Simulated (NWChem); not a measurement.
**doublet CH3NO+ at 6 levels**

We compute a comparison of 6 runs (UHF/STO-3G, UHF/3-21G, UB3LYP/6-31G*, U-r2SCAN/def2-TZVP, UPBE/def2-TZVP, USVWN5/def2-TZVP) of doublet CH3NO+. 

The calculation is run with NWChem 7.3.0.

1 further run of the same task is left out (set aside as unsound or not needed). Runs told in other sessions of the task aren't counted.

## Step 1: The system as given

The species is CH3NO+ (6 atoms), meant as a doublet with charge +1. As SMILES of the parent species, `CN=O`. The coordinates come from a PBE0-D4/def2-TZVP relaxation. That shape belongs to the parent species and isn't relaxed for this state.

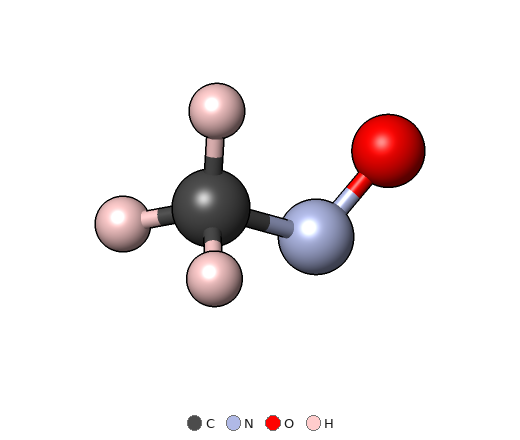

Viewed from a chosen angle; carbon dark grey, nitrogen light blue, oxygen red, hydrogen pink.

## Step 2: The energy at UHF/STO-3G (run 1)

Input file run.nw:

```
start run
memory stack 880 mb heap 220 mb global 1100 mb
charge 1

geometry units angstrom noautosym nocenter noautoz
 C     -0.173320     0.295060    -0.257500
 N     -0.093510    -0.930080     0.547430
 O      0.960290    -1.089300     1.083500
 H     -0.434830    -0.011430    -1.274170
 H     -1.017200     0.873040     0.129410
 H      0.758570     0.862730    -0.228690
end

basis spherical bse
 * library STO-3G
end

scf
 nopen 1
 uhf
 thresh 1e-08
 maxiter 80
 print medium
end

task scf energy
```

Launch:

```sh
$ nwchem run.nw > run.out
```

What it wrote:

```text
[...]
  functions       =    18
[...]
  wavefunction    = UHF
[...]
         Total SCF energy =   -166.399687668225
      One electron energy =   -358.737094638177
      Two electron energy =    121.409389101093
 Nuclear repulsion energy =     70.928017868859
                       Sz =      0.5000
                 Sz(Sz+1) =      0.7500
                      S^2 =      0.9872
[...]
```

Run time: 1.9 s. Hardware: 1 thread of Intel Xeon 6975P-C (Granite Rapids), shared host; peak memory 0.1 GiB.

## Step 3: A single-point energy at UHF/3-21G (run 2)

Input file calc.xyz:

```xyz
6
CH3NO
C     -0.173320     0.295060    -0.257500
N     -0.093510    -0.930080     0.547430
O      0.960290    -1.089300     1.083500
H     -0.434830    -0.011430    -1.274170
H     -1.017200     0.873040     0.129410
H      0.758570     0.862730    -0.228690
```

Input file calc.nw:

```
start calc
title "CH3NO"
memory 2200 mb
charge 1
geometry units angstrom noautosym nocenter noautoz
load calc.xyz
end
basis spherical bse
* library 3-21G
end
scf
doublet
uhf
thresh 1e-08
maxiter 80
end
task scf energy
```

Launch:

```sh
$ nwchem calc.nw > calc.out
```

What it wrote:

```text
[...]
  functions       =    33
[...]
  wavefunction    = UHF
[...]
         Total SCF energy =   -167.540597472139
      One electron energy =   -360.380536941176
      Two electron energy =    121.911921600178
 Nuclear repulsion energy =     70.928017868859
                       Sz =      0.5000
                 Sz(Sz+1) =      0.7500
                      S^2 =      0.9059
[...]
```

Run time: 2.1 s. Hardware: 1 thread of Intel Xeon 6975P-C (Granite Rapids), shared host; peak memory 0.1 GiB.

Runs 3 to 4 aren't shown in full; the table further down has their settings and results.

## Step 4: A single-point energy at UPBE/def2-TZVP (run 5)

Input file mymol.xyz:

```xyz
6

C     -0.173320     0.295060    -0.257500
N     -0.093510    -0.930080     0.547430
O      0.960290    -1.089300     1.083500
H     -0.434830    -0.011430    -1.274170
H     -1.017200     0.873040     0.129410
H      0.758570     0.862730    -0.228690
```

Input file run.py:

```python
from ase.io import read
from ase.calculators.nwchem import NWChem

system = read('mymol.xyz')

calc = NWChem(
    label='mymol',
    theory='dft',
    memory='2200 mb',
    basis='def2-TZVP',
    basispar='spherical bse',
    charge=1,
    dft={'xc': 'xpbe96 cpbe96', 'mult': '2', 'grid': 'fine', 'convergence': 'energy 1e-08', 'iterations': '100', 'mulliken': None},
    task='energy',
)
system.calc = calc

print("Total energy (eV):", round(system.get_potential_energy(), 6))
```

Launch:

```sh
$ export ASE_NWCHEM_COMMAND="nwchem PREFIX.nwi > PREFIX.nwo"
$ python run.py
```

What it wrote:

```text
Total energy (eV): -4607.905335
```

The calculator wrote mymol.nwi:

```
title "mymol"

permanent_dir mymol

scratch_dir mymol

start mymol

geometry units angstrom nocenter noautosym noautoz
  C  -1.7332000000000000e-01 2.9505999999999999e-01 -2.5750000000000001e-01
  N  -9.3509999999999996e-02 -9.3008000000000002e-01 5.4742999999999997e-01
  O  9.6028999999999998e-01 -1.0892999999999999e+00 1.0834999999999999e+00
  H  -4.3482999999999999e-01 -1.1429999999999999e-02 -1.2741700000000000e+00
  H  -1.0172000000000001e+00 8.7304000000000004e-01 1.2941000000000000e-01
  H  7.5856999999999997e-01 8.6273000000000000e-01 -2.2869000000000000e-01
end

charge 1

memory 2200 mb

basis spherical bse noprint
   * library def2-TZVP
end

dft
  xc xpbe96 cpbe96
  mult 2
  grid fine
  convergence energy 1e-08
  iterations 100
  mulliken
end

task dft energy
```

mymol.nwo:

```text
Northwest Computational Chemistry Package (NWChem) 7.3.0
             --------------------------------------------------------

           Job information
           ---------------

    nwchem branch   = 7.3.0
    use scalapack   = T
    input           = mymol.nwi
    prefix          = mymol.
    data base       = mymol/mymol.db
    status          = startup
    nproc           =        1

           Memory information
           ------------------

    heap     =     72089596 doubles =      550.0 Mbytes
    stack    =     72089601 doubles =      550.0 Mbytes
    global   =    144179200 doubles =     1100.0 Mbytes (distinct from heap & stack)
    total    =    288358397 doubles =     2200.0 Mbytes
    verify   = yes
    hardfail = no

[... 106 lines left out ...]
  convergence criterion.
[... 17 lines left out ...]
          Convergence on gradient requested:  5.00D-04
[... 24 lines left out ...]
          Convergence aids based upon iterative change in
[... 30 lines left out ...]
 1-e energy   =    -353.860157
[... 55 lines left out ...]
         Total DFT energy =     -169.337399081374
[... 2 lines left out ...]
    Exchange-Corr. energy =      -21.382931316320
[... 789 lines left out ...]
                     DFT Final Beta Molecular Orbital Analysis
[... 890 lines left out ...]
 center of mass
 --------------
 x =   0.47311294 y =  -1.05642753 z =   0.86138786

 moments of inertia (a.u.)
 ------------------
         127.509926944194          35.911952790026         -41.331552494852
          35.911952790026         108.364198858794          55.413232919371
         -41.331552494852          55.413232919371         120.735755932399

     Multipole analysis of the density
     ---------------------------------

     L   x y z        total         alpha         beta         nuclear
     -   - - -        -----         -----         ----         -------
     0   0 0 0      1.000000    -12.000000    -11.000000     24.000000

     1   1 0 0      0.068347     -5.337405     -4.599156     10.004909
[... 8 lines of this table left out ...]
     2   0 0 2     -9.227342    -30.400559    -27.321579     48.494796

 Task  times  cpu:       25.2s     wall:       25.2s
 Total times  cpu:       25.2s     wall:       25.2s
```

Run time: 26 s. Hardware: 1 thread of Intel Xeon 6975P-C (Granite Rapids), shared host; peak memory 0.12 GiB.

## Step 5: The energy at USVWN5/def2-TZVP (run 6)

Input file run.py:

```python
from ase import Atoms
from ase.calculators.nwchem import NWChem

system = Atoms(['C', 'N', 'O', 'H', 'H', 'H'], positions=[
    [-0.173320, 0.295060, -0.257500],
    [-0.093510, -0.930080, 0.547430],
    [0.960290, -1.089300, 1.083500],
    [-0.434830, -0.011430, -1.274170],
    [-1.017200, 0.873040, 0.129410],
    [0.758570, 0.862730, -0.228690],
])

calc = NWChem(
    label='work',
    theory='dft',
    memory='2200 mb',
    basis='def2-TZVP',
    basispar='spherical bse',
    charge=1,
    dft={'xc': 'slater vwn_5', 'mult': '2', 'grid': 'fine', 'convergence': 'energy 1e-08', 'iterations': '100', 'mulliken': None},
    task='energy',
)
system.calc = calc

e = system.get_potential_energy()
print(f"E = {e:.6f} eV")
```

Launch:

```sh
$ export ASE_NWCHEM_COMMAND="nwchem PREFIX.nwi > PREFIX.nwo"
$ python run.py
```

What it wrote:

```text
E = -4576.186199 eV
```

The calculator wrote work.nwi:

```
title "work"

permanent_dir work

scratch_dir work

start work

geometry units angstrom nocenter noautosym noautoz
  C  -1.7332000000000000e-01 2.9505999999999999e-01 -2.5750000000000001e-01
  N  -9.3509999999999996e-02 -9.3008000000000002e-01 5.4742999999999997e-01
  O  9.6028999999999998e-01 -1.0892999999999999e+00 1.0834999999999999e+00
  H  -4.3482999999999999e-01 -1.1429999999999999e-02 -1.2741700000000000e+00
  H  -1.0172000000000001e+00 8.7304000000000004e-01 1.2941000000000000e-01
  H  7.5856999999999997e-01 8.6273000000000000e-01 -2.2869000000000000e-01
end

charge 1

memory 2200 mb

basis spherical bse noprint
   * library def2-TZVP
end

dft
  xc slater vwn_5
  mult 2
  grid fine
  convergence energy 1e-08
  iterations 100
  mulliken
end

task dft energy
```

work.nwo:

```text
Northwest Computational Chemistry Package (NWChem) 7.3.0
             --------------------------------------------------------

           Job information
           ---------------

    nwchem branch   = 7.3.0
    use scalapack   = T
    input           = work.nwi
    prefix          = work.
    data base       = work/work.db
    status          = startup
    nproc           =        1

           Memory information
           ------------------

    heap     =     72089596 doubles =      550.0 Mbytes
    stack    =     72089601 doubles =      550.0 Mbytes
    global   =    144179200 doubles =     1100.0 Mbytes (distinct from heap & stack)
    total    =    288358397 doubles =     2200.0 Mbytes
    verify   = yes
    hardfail = no

[... 104 lines left out ...]
  convergence criterion.
[... 17 lines left out ...]
          Convergence on gradient requested:  5.00D-04
[... 23 lines left out ...]
          Convergence aids based upon iterative change in
[... 30 lines left out ...]
 1-e energy   =    -353.860157
[... 55 lines left out ...]
         Total DFT energy =     -168.171742335564
[... 2 lines left out ...]
    Exchange-Corr. energy =      -20.136740664573
[... 789 lines left out ...]
                     DFT Final Beta Molecular Orbital Analysis
[... 890 lines left out ...]
 center of mass
 --------------
 x =   0.47311294 y =  -1.05642753 z =   0.86138786

 moments of inertia (a.u.)
 ------------------
         127.509926944194          35.911952790026         -41.331552494852
          35.911952790026         108.364198858794          55.413232919371
         -41.331552494852          55.413232919371         120.735755932399

     Multipole analysis of the density
     ---------------------------------

     L   x y z        total         alpha         beta         nuclear
     -   - - -        -----         -----         ----         -------
     0   0 0 0      1.000000    -12.000000    -11.000000     24.000000

     1   1 0 0      0.044300     -5.343855     -4.616754     10.004909
[... 8 lines of this table left out ...]
     2   0 0 2     -9.297803    -30.427903    -27.364696     48.494796

 Task  times  cpu:       17.5s     wall:       17.5s
 Total times  cpu:       17.5s     wall:       17.5s
```

Wall time 19 s (1 thread of Intel Xeon 6975P-C (Granite Rapids), shared host); peak memory 0.12 GiB.

## Step 6: The series

| run | level | Cartesian functions | iteration cap | energy (Eh) | HOMO energy (eV) | LUMO energy (eV) | ⟨S²⟩ | wall time |
| --- | --- | --- | --- | --- | --- | --- | --- | --- |
| 1 | UHF/STO-3G | no | 80 | -166.399688 | -21.13 | -5.21 | 0.987 | 1.9 s |
| 2 | UHF/3-21G | no | 80 | -167.540597 | -22.12 | -6.79 | 0.906 | 2.1 s |
| 3 | UB3LYP/6-31G* (Cartesian functions) | yes | 100 | -169.449470 | -16.93 | -12.66 | 0.754 | 20 s |
| 4 | U-r2SCAN/def2-TZVP | no | 100 | -169.430954 | -15.77 | -13.23 | 0.755 | 35 s |
| 5 | UPBE/def2-TZVP | no | 100 | -169.337399 | -15.21 | -13.53 | 0.752 | 26 s |
| 6 | USVWN5/def2-TZVP | no | 100 | -168.171742 | -15.21 | -13.85 | 0.752 | 19 s |

## Step 7: Results

```
                                 quantity          value
                      run 6: total energy  -168.17174 Eh
run 6: HOMO energy (highest over α and β)      -15.21 eV
 run 6: LUMO energy (lowest over α and β)      -13.85 eV
                              run 6: ⟨S²⟩          0.752
```

**Reading.** Totals of different functionals can't be ranked against each other. In run 1 the basis is minimal, so the values are rough. Spin contamination of the reference: run 1 ⟨S²⟩ = 0.99, run 2 ⟨S²⟩ = 0.91. All runs together took 1.7 min, the longest 35 s.
